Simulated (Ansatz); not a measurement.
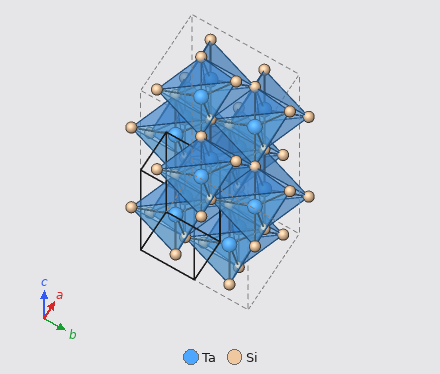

Polyhedra are drawn about Ta (bonds: Si–Ta below 2.9 Å); other atoms are plain spheres.

System TaSi (space group P6_3/mmc, No. 194); source of the atomic positions: coordinates from a relaxation with DFT, PBE, PAW with Ansatz's default frozen-core files, scalar-relativistic (Ansatz); the starting structure was generated, so it need not be a known form of this composition.

Sharing among the drawn polyhedra:

```csv
site,polyhedron,corner-sharing neighbours,edge-sharing,face-sharing,bond (Å)
Ta,TaSi5 trigonal bipyramid,8,6,0,2.50–2.54
```

They form a three-dimensional framework of corner- and edge-sharing trigonal bipyramids.
